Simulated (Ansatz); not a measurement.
## Moving the knobs of a GW run on NbInO4 (P2/c)

Aim: change settings of a G0W0 run on NbInO4 (P2/c) and see what moves.

Main program and level: Ansatz 0.2.0; G0W0 on r2SCAN, plane waves, PAW.

### Step 1. Starting point

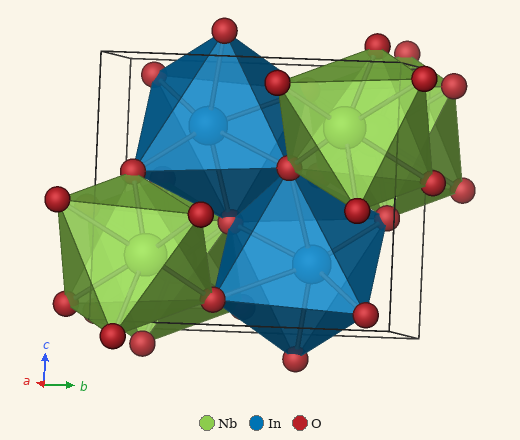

Start, viewed slightly off an axis; niobium green, indium blue, oxygen red. Some periodic images of atoms are drawn too.

The cell and positions come from the Crystallography Open Database and are kept as given unless a step says otherwise. The default PAW set here is soft_2. Its files were made with PBE.

### Step 2. The base run: 2×2×2 mesh, 306 empty bands, screening to 96 eV

G0W0 replaces the xc potential by the self-energy, built once from these orbitals. Only a window of levels is corrected, while the sums run over the empty bands that the input names.

File input.yaml:

```yaml
crystal:
  lattice:
    - [4.8355, 0.0, 0.0]
    - [0.0, 5.7709, 0.0]
    - [-0.1014445258, 0.0, 5.1429996119]
  atoms:
    - { symbol: Nb, position: [0.0, 0.1779, 0.25] }
    - { symbol: Nb, position: [0.0, 0.8221, 0.75] }
    - { symbol: In, position: [0.5, 0.6825, 0.25] }
    - { symbol: In, position: [0.5, 0.3175, 0.75] }
    - { symbol: O, position: [0.26, 0.618, 0.901] }
    - { symbol: O, position: [0.74, 0.618, 0.599] }
    - { symbol: O, position: [0.74, 0.382, 0.099] }
    - { symbol: O, position: [0.26, 0.382, 0.401] }
    - { symbol: O, position: [0.217, 0.898, 0.438] }
    - { symbol: O, position: [0.783, 0.898, 0.062] }
    - { symbol: O, position: [0.783, 0.102, 0.562] }
    - { symbol: O, position: [0.217, 0.102, 0.938] }
kpoints:
  mp_grid: { grid: [2, 2, 2] }
hamiltonian:
  xc: r2scan
scf:
  occupations: { method: fixed }
gw:
  n_empty_bands: 306
  ecut_chi: 96
  qp_bands: [v4, c4]
  qp_kpoints: band_edges
  screening: { model: contour_deformation }
```

Started as:

```sh
ansatz run input.yaml --threads 24 --pin off --max-ram 82944MiB --backend cuda --events-out ev --progress --plain --runs-dir out --devices 1 --max-vram 78GiB
```

Numbers of over 12 decimals in the logs are rounded to 6 here.

What it wrote:

```text
GPUs: using 1 of 1 available (devices: 1).
Engine: ansatz 0.2.0, aarch64-unknown-linux-gnu
Pseudopotentials: kind: paw
Pseudopotential: Nb, paw, valence charge 13, recommended cutoff 500 eV (meta_gga), Nb.paw.azcp
Pseudopotential: In, paw, valence charge 13, recommended cutoff 500 eV (meta_gga), In.paw.azcp
Pseudopotential: O, paw, valence charge 6, recommended cutoff 500 eV (meta_gga), O.paw.azcp
Functional definition: r2SCAN
  parameter k0 = 0.174
  parameter k1 = 0.065
  parameter a1 = 4.9479
  exchange = r2scan_x(k0 = k0, k1 = k1, a1 = a1)
  correlation = r2scan_c
[...]
Crystal: 12 atoms, lattice volume = 143.516 Å³
Basis set: ecut = 500 eV, 3649 PW (Γ), exchange–correlation on 144×180×160 points (64 copies of the dense FFT grid, shifted against one another)
Bands: 62, of which v1, the nominal top of the filled ones, is band 50 counted from 1 (49 counted from 0)
Symmetry: 4 space group operations
Space group: P2/c (ITA 13), of the structure as read, at distance tolerance 5.2e-5 Å
k-points: 8
Non-local potential: Nb, projectors of the file, l = 0: 3, l = 1: 2, l = 2: 2, l = 3: 1
Non-local potential: In, projectors of the file, l = 0: 2, l = 1: 2, l = 2: 2, l = 3: 2
Non-local potential: O, projectors of the file, l = 0: 2, l = 1: 2, l = 2: 1
PAW form: soft (Blöchl's): semilocal exchange-correlation on the pseudo side does not see the compensation charge
PAW frozen core: Nb, regenerated for the run's functional (the file was generated under x = pbe(κ = 0.804, μ = 0.219515), c = pbe(β = 0.066725))
PAW frozen core: In, regenerated for the run's functional (the file was generated under x = pbe(κ = 0.804, μ = 0.219515), c = pbe(β = 0.066725))
PAW frozen core: O, regenerated for the run's functional (the file was generated under x = pbe(κ = 0.804, μ = 0.219515), c = pbe(β = 0.066725))
PAW one-centre angular grid: Nb, 590 points (default); XC on 160 Gauss nodes
PAW one-centre angular grid: In, 590 points (default); XC on 289 of its mesh's 2783 points in the sphere
PAW one-centre angular grid: O, 302 points (default); XC on 160 Gauss nodes
Initial density: superposition of atomic densities (neutral atoms: chi_scale 0, normalization atom), corrected by the library's trained network
Initial wavefunctions: pseudopotential atomic-orbital guess
[...]
Functional: x = r2scan, c = r2scan; τ floored in thin density (d = 2e-4 eV/Å³)
SCF iter   1: F=—  HF=-24908.787455 eV  |F-HF|=—  |Δ(HF+E_count)|=         —  Δρ=1.66e-2  dr2=5.15e-1  dr2_τ=7.21e-1  ethr=1.77e-3  ⟨swp⟩=5.0  Hψ=1685  notcnv=0  defer=76
preconditioner: auto → Resta (q_TF=auto, 2.569 Å⁻¹)  ε∞=5.0  [insulator: Δε(μ)=4.226 eV  Ē_g=14.248 eV  n_scr=38 (ndim 8)  ℏωp=28.4 eV  f_vac=0.026  ε∞_Penn≈5.0]
SCF iter   2: F=—  HF=-24908.838588 eV  |F-HF|=—  |Δ(HF+E_count)|=   5.11e-2  Δρ=7.38e-3  dr2=2.67e-2  dr2_τ=2.60e-2  ethr=5.15e-4  ⟨swp⟩=2.8  Hψ=911  notcnv=0  defer=71
SCF iter   3: F=—  HF=-24908.839579 eV  |F-HF|=—  |Δ(HF+E_count)|=   9.91e-4  Δρ=3.37e-3  dr2=8.16e-3  dr2_τ=7.50e-4  ethr=2.67e-5  ⟨swp⟩=2.0  Hψ=678  notcnv=0  defer=79
SCF iter   4: F=—  HF=-24908.839352 eV  |F-HF|=—  |Δ(HF+E_count)|=   2.28e-4  Δρ=7.01e-4  dr2=5.26e-4  dr2_τ=9.18e-5  ethr=8.16e-6  ⟨swp⟩=2.0  Hψ=657  notcnv=0  defer=80
SCF iter   5: F=—  HF=-24908.839378 eV  |F-HF|=—  |Δ(HF+E_count)|=   2.61e-5  Δρ=2.77e-4  dr2=9.95e-5  dr2_τ=1.70e-5  ethr=5.26e-7  ⟨swp⟩=2.0  Hψ=718  notcnv=0  defer=71
SCF iter   6: F=—  HF=-24908.839367 eV  |F-HF|=—  |Δ(HF+E_count)|=   1.04e-5  Δρ=8.10e-5  dr2=9.67e-6  dr2_τ=8.32e-7  ethr=9.95e-8  ⟨swp⟩=2.0  Hψ=676  notcnv=0  defer=44
SCF iter   7: F=—  HF=-24908.839368 eV  |F-HF|=—  |Δ(HF+E_count)|=   1.24e-6  Δρ=1.87e-5  dr2=5.53e-7  dr2_τ=4.92e-8  ethr=9.67e-9  ⟨swp⟩=2.0  Hψ=769  notcnv=0  defer=44
SCF iter   8: F=-24908.839368 eV  HF=-24908.839368 eV  |F-HF|=1.52e-9  |Δ(HF+E_count)|=   7.74e-8  Δρ=3.76e-6  dr2=2.98e-8  dr2_τ=2.18e-9  ethr=1.00e-10  ⟨swp⟩=9.5  Hψ=1694  notcnv=0
SCF 1 converged in 8 iterations: F = -24908.839368 eV  dr2 = 2.98e-8
[...]
SCF converged after 8 iterations
[...]
0    54     13.2444   -14.1062    -4.9857   -20.2631  0.7799    14.4348    14.4156  root
     1    47      8.2003   -26.0298     4.6635   -21.2458  0.7548     8.0797     8.0800  root
     1    48      8.2003   -26.0298     4.6635   -21.2458  0.7548     8.0797     8.0800  root
     1    49      8.3857   -26.5130     4.6296   -21.7852  0.7570     8.2874     8.2875  root
     1    50      8.3857   -26.5130     4.6296   -21.7852  0.7570     8.2874     8.2875  root
     1    51     12.5527   -13.3600    -4.6110   -18.9804  0.7978    13.5733    13.5620  root
     1    52     12.5527   -13.3600    -4.6110   -18.9804  0.7978    13.5733    13.5620  root
     1    53     13.1746   -14.0307    -4.9725   -20.1608  0.7785    14.3512    14.3321  root
[...]
7    51     13.1269   -13.2957    -5.1125   -19.4933  0.7858    14.2280    14.2119  root
     7    52     13.1269   -13.2957    -5.1125   -19.4933  0.7858    14.2280    14.2119  root
     7    53     13.1610   -13.9519    -4.9303   -19.9994  0.7827    14.2954    14.2782  root
     7    54     13.1610   -13.9519    -4.9303   -19.9994  0.7827    14.2954    14.2782  root
```

Run time: 3.2 s. Hardware: 1 × NVIDIA GB200 (shared by 2 runs) with 24 threads of Arm Neoverse V2, shared host; peak memory 1.8 GiB; 13 s of CPU time.

Numbers from this step:

* bands summed: 356
* RPA ε∞ on this mesh (eigenvalues): 4.469, 4.605, 4.860
* plane waves in the screening matrix: 295
* q-points in the mesh: 8
* G0W0 gap on the mesh: 5.029 eV
* k of the valence top: 0, -0.5, 0
* k of the conduction bottom: 0, -0.5, 0
* starting gap on the mesh: 3.908 eV
* Z at the valence top: 0.7583
* Z at the conduction bottom: 0.7923
* least direct G0W0 gap on the computed points: 5.029 eV

The gap on the mesh goes from 3.91 eV to 5.03 eV, a correction of +1.12 eV, though a band edge has moved to another state.

### Step 3. Variant: larger pair-density box

Edit input.yaml of step 2 so:

```diff
@@ -25,4 +25,4 @@
 gw:
-  n_empty_bands: 306
-  ecut_chi: 96
+  n_empty_bands: 325
+  ecut_chi: 100
   qp_bands: [v4, c4]
@@ -30 +30,2 @@
   screening: { model: contour_deformation }
+  ecutfock_ratio: 2
```

What it wrote:

```text
GPUs: using 1 of 1 available (devices: 1).
[...]
Crystal: 12 atoms, lattice volume = 143.516 Å³
Basis set: ecut = 500 eV, 3649 PW (Γ), exchange–correlation on 144×180×160 points (64 copies of the dense FFT grid, shifted against one another)
Bands: 62, of which v1, the nominal top of the filled ones, is band 50 counted from 1 (49 counted from 0)
[... 1 set-up line as in the run before ...]
[...]
k-points: 8
[...]
SCF iter   1: F=—  HF=-24908.787455 eV  |F-HF|=—  |Δ(HF+E_count)|=         —  Δρ=1.66e-2  dr2=5.15e-1  dr2_τ=7.21e-1  ethr=1.77e-3  ⟨swp⟩=5.0  Hψ=1685  notcnv=0  defer=76
[...]
SCF iter   8: F=-24908.839368 eV  HF=-24908.839368 eV  |F-HF|=1.52e-9  |Δ(HF+E_count)|=   7.74e-8  Δρ=3.76e-6  dr2=2.98e-8  dr2_τ=2.18e-9  ethr=1.00e-10  ⟨swp⟩=9.5  Hψ=1694  notcnv=0
SCF 1 converged in 8 iterations: F = -24908.839368 eV  dr2 = 2.98e-8
[...]
SCF converged after 8 iterations
[...]
0    54     13.2444   -14.1062    -5.0098   -20.2631  0.7796    14.4098    14.3915  root
     1    47      8.2003   -26.0298     4.6437   -21.2458  0.7545     8.0598     8.0601  root
     1    48      8.2003   -26.0298     4.6437   -21.2458  0.7545     8.0598     8.0601  root
     1    49      8.3857   -26.5130     4.6098   -21.7852  0.7565     8.2675     8.2677  root
     1    50      8.3857   -26.5130     4.6098   -21.7852  0.7565     8.2675     8.2677  root
     1    51     12.5527   -13.3600    -4.6312   -18.9804  0.7975    13.5526    13.5418  root
     1    52     12.5527   -13.3600    -4.6312   -18.9804  0.7975    13.5526    13.5418  root
     1    53     13.1746   -14.0307    -4.9934   -20.1608  0.7782    14.3297    14.3113  root
[...]
7    51     13.1269   -13.2957    -5.1314   -19.4933  0.7855    14.2085    14.1930  root
     7    52     13.1269   -13.2957    -5.1314   -19.4933  0.7855    14.2085    14.1930  root
     7    53     13.1610   -13.9519    -4.9510   -19.9994  0.7824    14.2741    14.2576  root
     7    54     13.1610   -13.9519    -4.9510   -19.9994  0.7824    14.2741    14.2576  root
```

It took 3.8 s on 1 × NVIDIA GB200 (shared by 2 runs) with 24 threads; peak memory 1.8 GiB.

The G0W0 gap on the mesh is 5.029 eV.

Against the base:

| setting | base | variant |
| --- | --- | --- |
| empty bands | 306 | 325 |
| screening cutoff (eV) | 96 | 100 |
| ecutfock ratio | - | 2 |

| quantity | variant | base |
| --- | --- | --- |
| starting gap on the mesh | 3.908 | 3.908 |
| G0W0 gap on the mesh | 5.029 | 5.029 |
| least direct G0W0 gap on the computed points | 5.029 | 5.029 |
| Z at the valence top | 0.758 | 0.758 |
| Z at the conduction bottom | 0.792 | 0.792 |

### Step 4. Variant: guard bands

Edit input.yaml of step 3 so:

```diff
@@ -25,4 +25,4 @@
 gw:
-  n_empty_bands: 325
-  ecut_chi: 100
+  n_empty_bands: 233
+  ecut_chi: 80
   qp_bands: [v4, c4]
@@ -30,2 +30,2 @@
   screening: { model: contour_deformation }
-  ecutfock_ratio: 2
+  n_guard_bands: 12
```

What it wrote:

```text
GPUs: using 1 of 1 available (devices: 1).
[...]
Crystal: 12 atoms, lattice volume = 143.516 Å³
Basis set: ecut = 500 eV, 3649 PW (Γ), exchange–correlation on 144×180×160 points (64 copies of the dense FFT grid, shifted against one another)
Bands: 62, of which v1, the nominal top of the filled ones, is band 50 counted from 1 (49 counted from 0)
[... 1 set-up line as in the run before ...]
[...]
k-points: 8
[...]
SCF iter   1: F=—  HF=-24908.787455 eV  |F-HF|=—  |Δ(HF+E_count)|=         —  Δρ=1.66e-2  dr2=5.15e-1  dr2_τ=7.21e-1  ethr=1.77e-3  ⟨swp⟩=5.0  Hψ=1685  notcnv=0  defer=76
[...]
SCF iter   8: F=-24908.839368 eV  HF=-24908.839368 eV  |F-HF|=1.52e-9  |Δ(HF+E_count)|=   7.74e-8  Δρ=3.76e-6  dr2=2.98e-8  dr2_τ=2.18e-9  ethr=1.00e-10  ⟨swp⟩=9.5  Hψ=1694  notcnv=0
SCF 1 converged in 8 iterations: F = -24908.839368 eV  dr2 = 2.98e-8
[...]
SCF converged after 8 iterations
[...]
0    54     13.2444   -14.1062    -4.8822   -20.2631  0.7815    14.5420    14.5190  root
     1    47      8.2003   -26.0298     4.7481   -21.2458  0.7565     8.1645     8.1645  root
     1    48      8.2003   -26.0298     4.7481   -21.2458  0.7565     8.1645     8.1645  root
     1    49      8.3857   -26.5130     4.7148   -21.7852  0.7587     8.3727     8.3727  root
     1    50      8.3857   -26.5130     4.7148   -21.7852  0.7587     8.3727     8.3727  root
     1    51     12.5527   -13.3600    -4.5176   -18.9804  0.7992    13.6691    13.6554  root
     1    52     12.5527   -13.3600    -4.5176   -18.9804  0.7992    13.6691    13.6554  root
     1    53     13.1746   -14.0307    -4.8701   -20.1608  0.7801    14.4574    14.4345  root
[...]
7    51     13.1269   -13.2957    -5.0121   -19.4933  0.7872    14.3317    14.3123  root
     7    52     13.1269   -13.2957    -5.0121   -19.4933  0.7872    14.3317    14.3123  root
     7    53     13.1610   -13.9519    -4.8289   -19.9994  0.7842    14.4004    14.3796  root
     7    54     13.1610   -13.9519    -4.8289   -19.9994  0.7842    14.4004    14.3796  root
```

Elapsed: 2.6 s, on 1 × NVIDIA GB200 (shared by 2 runs) with 24 threads; peak memory 1.6 GiB; 11 s of CPU time.

The G0W0 gap on the mesh is 5.037 eV.

Against the base:

```
              setting  base  variant
          empty bands   306      233
screening cutoff (eV)    96       80
        n guard bands     -       12
```

| quantity | variant | base |
| --- | --- | --- |
| starting gap on the mesh | 3.908 | 3.908 |
| G0W0 gap on the mesh | 5.037 | 5.029 |
| least direct G0W0 gap on the computed points | 5.037 | 5.029 |
| Z at the valence top | 0.760 | 0.758 |
| Z at the conduction bottom | 0.794 | 0.792 |

### Step 5. What came out

```json
{"base": "5.03 eV, 3.2 s", "larger pair-density box": "5.03 eV, 3.8 s", "guard bands": "5.04 eV, 2.6 s"}
```

Larger pair-density box: the gap moves by +0.0003 eV. The variant differs from the base in empty bands, screening cutoff and ecutfock ratio together, so the change can't be laid to one of them. Guard bands: the gap moves by +0.01 eV. The variant differs from the base in empty bands, screening cutoff and n guard bands together, so the change can't be laid to one of them. All runs here use a coarse mesh and modest cutoffs; they test settings and are not final values. The 2×2×2 mesh is coarse for this cell (its supercell is 10 Å along the shortest edge). The RPA ε∞ on it, from the r2SCAN start, is 4.47, 4.60 and 4.86; such meshes misread the long-range screening, most where the gap is narrow. The many-body steps are scalar-relativistic: spin-orbit coupling is not in them.

[Paths, hosts, dates, memory and timing lines, banners, echoed tables and standing remarks are left out of the program output.]

[Logs are printed without paths, hosts, clocks, repeated set-up lines and the standing remarks that a program may print on its own settings, such as how far it seeks lower states.]

[Runs of the session that timed out or met a known fault of the program may be left out.]

[Cells called generated may have been cut or substituted from an entry of the Crystallography Open Database or the Materials Project.]

[Hosts, paths, dates, database ids (printed as entryN), source tags and the programs' standing remarks are cut or masked in the printed files.]
